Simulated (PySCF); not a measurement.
**Pd²⁺: interval between two levels with spin-orbit coupling**

Aim: the interval between two levels of palladium from differences of total energies, at each level of theory, and how far each lands from the tabulated value where there is one.

Method: two-component X2C-1e, generalised determinants. Code: PySCF 2.14.0.

**1. Starting point**

* Element: palladium (Z = 46)
* Basis: x2c-SVPall-2c with one added diffuse shell each of s, p, d type (7s9p7d1f, 76 functions)
* Hamiltonian: two-component X2C-1e, Gaussian nucleus, no Breit or QED terms; spin-orbit coupling, run by run: off; screened by Boettger's factors
* Core shells frozen in the correlated runs: [Ar] 3d10 (for Pd²⁺)
* State 1: Pd²⁺ 4d7 5p1 5G6: [Kr] 4d7 5p1; 4d3/2 filled at m_j = +1/2, +3/2; 4d5/2 filled at m_j = -3/2, -1/2, +1/2, +3/2, +5/2; 5p3/2 filled at m_j = +3/2
* Needed too, but not shown: Pd²⁺ [Kr] 4d8 (3F)
* Methods: GHF, GMP2

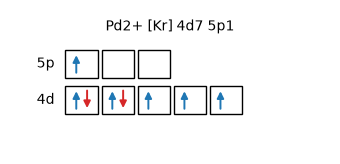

Outer shells as boxes.

A driver program built on PySCF's X2C-1e integrals ran all steps in one process from the settings above; there is no separate input file.

It was started by

```sh
> OMP_NUM_THREADS=1 python sorun2.py TASK.json OUT
```

The integrals over 76 functions and the set-up took 2.3 s of CPU time.

**2. Pd²⁺ 4d7 5p1 5G6, method by method**

GHF (spin-free):

What it wrote:

```text
cycle= 1 E= -5040.5160055467  delta_E= -5.04e+03  |FDS-SDF|= 0.0155
cycle= 2 E= -5040.5241417192  delta_E= -0.00814  |FDS-SDF|= 0.00407
cycle= 3 E= -5040.5247296460  delta_E= -0.000588  |FDS-SDF|= 0.00146
cycle= 4 E= -5040.5247990091  delta_E= -6.94e-05  |FDS-SDF|= 0.000261
cycle= 5 E= -5040.5248051556  delta_E= -6.15e-06  |FDS-SDF|= 5.93e-05
cycle= 6 E= -5040.5248053830  delta_E= -2.27e-07  |FDS-SDF|= 8.19e-06
cycle= 7 E= -5040.5248053868  delta_E= -3.72e-09  |FDS-SDF|= 2.39e-06
```

It took 1.5 s on 1 thread of Neoverse-V1, shared host, the integrals not counted.

Occupied spinors (without spin-orbit coupling the j labels only name the start):

| spinor shell | electrons | mean energy (eV) | weight of the nominal j | rms radius (bohr) |
| --- | --- | --- | --- | --- |
| 1s1/2 | 2 | -24504.7 | 1.000 | 0.0366 |
| 2s1/2 | 2 | -3689.2 | 1.000 | 0.150 |
| 2p3/2 | 4 | -3305.0 | 0.833 | 0.133 |
| 2p1/2 | 2 | -3305.3 | 0.667 | 0.133 |
| 3s1/2 | 2 | -728.26 | 1.000 | 0.403 |
| 3p3/2 | 4 | -598.64 | 0.833 | 0.406 |
| 3p1/2 | 2 | -598.54 | 0.667 | 0.406 |
| 3d5/2 | 6 | -392.53 | 0.800 | 0.389 |
| 3d3/2 | 4 | -393.17 | 0.700 | 0.389 |
| 4s1/2 | 2 | -137.05 | 1.000 | 1.01 |
| 4p3/2 | 4 | -96.294 | 0.833 | 1.10 |
| 4p1/2 | 2 | -98.224 | 0.667 | 1.10 |
| 4d5/2 | 5 | -41.812 | 0.600 | 1.42 |
| 4d3/2 | 2 | -38.684 | 0.700 | 1.43 |
| 5p3/2 | 1 | -18.504 | 1.000 | 3.48 |

M_J = 6, ⟨J²⟩ = 42.006, ⟨L²⟩ = 20.005, ⟨S²⟩ = 6.001.

GMP2 (spin-free):

This step left no log, only its results.

Time after the integrals: 0.63 s (1 thread of Neoverse-V1, shared host).

With 16 electrons correlated and 6 very high virtual spinors dropped, the MP2 correlation energy is -0.33415 hartree. Largest pairs: 4d5/2-4p3/2 -0.0716, 4d3/2-4d5/2 -0.0662, 4d5/2-4d5/2 -0.0487, 4d3/2-4p3/2 -0.0283, 4p3/2-4p3/2 -0.0229.

GHF (screened spin-orbit):

What it wrote:

```text
cycle= 1 E= -5041.3498236874  delta_E= -5.04e+03  |FDS-SDF|= 0.0211
cycle= 2 E= -5041.3595039887  delta_E= -0.00968  |FDS-SDF|= 0.00474
cycle= 3 E= -5041.3603697910  delta_E= -0.000866  |FDS-SDF|= 0.00253
cycle= 4 E= -5041.3606400223  delta_E= -0.00027  |FDS-SDF|= 0.00189
cycle= 5 E= -5041.3609690671  delta_E= -0.000329  |FDS-SDF|= 0.00156
cycle= 6 E= -5041.3616091409  delta_E= -0.00064  |FDS-SDF|= 0.000665
cycle= 7 E= -5041.3617297778  delta_E= -0.000121  |FDS-SDF|= 0.000101
cycle= 8 E= -5041.3617307553  delta_E= -9.78e-07  |FDS-SDF|= 5.23e-05
cycle= 9 E= -5041.3617309590  delta_E= -2.04e-07  |FDS-SDF|= 4.27e-05
cycle= 10 E= -5041.3617312933  delta_E= -3.34e-07  |FDS-SDF|= 2.22e-05
cycle= 11 E= -5041.3617314054  delta_E= -1.12e-07  |FDS-SDF|= 3.68e-06
cycle= 12 E= -5041.3617314070  delta_E= -1.64e-09  |FDS-SDF|= 9.48e-07
```

Time after the integrals: 2.3 s (1 thread of Neoverse-V1, shared host).

The outer occupied spinors:

| spinor shell | electrons | mean energy (eV) | weight of the nominal j | rms radius (bohr) |
| --- | --- | --- | --- | --- |
| 3d3/2 | 4 | -396.46 | 0.991 | 0.387 |
| 3d5/2 | 6 | -390.21 | 0.994 | 0.390 |
| 4s1/2 | 2 | -137.05 | 1.000 | 1.01 |
| 4p1/2 | 2 | -102.63 | 0.841 | 1.09 |
| 4p3/2 | 4 | -94.220 | 0.920 | 1.11 |
| 4d5/2 | 5 | -41.821 | 0.531 | 1.42 |
| 4d3/2 | 2 | -38.899 | 0.621 | 1.43 |
| 5p3/2 | 1 | -18.373 | 1.000 | 3.50 |

M_J = 6, ⟨J²⟩ = 42.007, ⟨L²⟩ = 20.265, ⟨S²⟩ = 5.914. Rows whose weight is well below 1 mix j = l ± 1/2: exchange competes with spin-orbit coupling there.

GMP2 (screened spin-orbit):

No log was kept for this step.

Time after the integrals: 0.62 s (1 thread of Neoverse-V1, shared host).

With 16 electrons correlated and 6 very high virtual spinors dropped, the MP2 correlation energy is -0.33451 hartree. Largest pairs: 4d5/2-4p3/2 -0.0768, 4d3/2-4d5/2 -0.0658, 4d5/2-4d5/2 -0.0492, 4d3/2-4p3/2 -0.0277, 4p3/2-4p3/2 -0.0214.

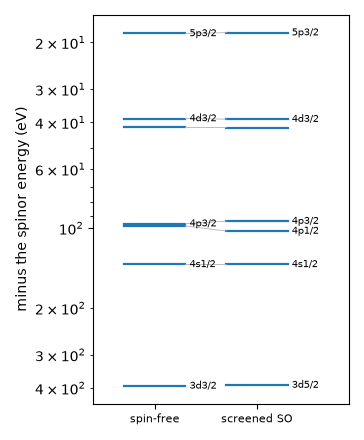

The highest 7 spinor levels of Pd²⁺ 4d7 5p1 5G6 on a logarithmic scale, without and with spin-orbit coupling.

**3. The energy differences**

Interval between two levels: Pd²⁺ [Kr] 4d8 [4d3/2^3 4d5/2^5, M_J = 4] → Pd²⁺ [Kr] 4d7 5p1 [4d3/2^2 4d5/2^5 5p3/2^1, M_J = 6].

| method | value (eV) |
| --- | --- |
| GHF (spin-free) | 12.742 |
| GMP2 (spin-free) | 13.333 |
| GHF (screened spin-orbit) | 12.805 |
| GMP2 (screened spin-orbit) | 13.403 |

The differences also use runs on Pd²⁺ [Kr] 4d8 (3F), which are not shown here.

**4. What came out**

```
                                       quantity                                                         value
interval between two levels, Pd²⁺ → 4d7 5p1 5G6  GHF (spin-free) 12.742, GMP2 (screened spin-orbit) 13.403 eV
```

What this shows: The methods span 0.660 eV, from GHF (spin-free) (12.742) to GMP2 (screened spin-orbit) (13.403). No reference value is at hand in this session. Spin-orbit coupling moves the difference by +0.070 eV at GMP2. The basis is finite, and no extrapolation was made.
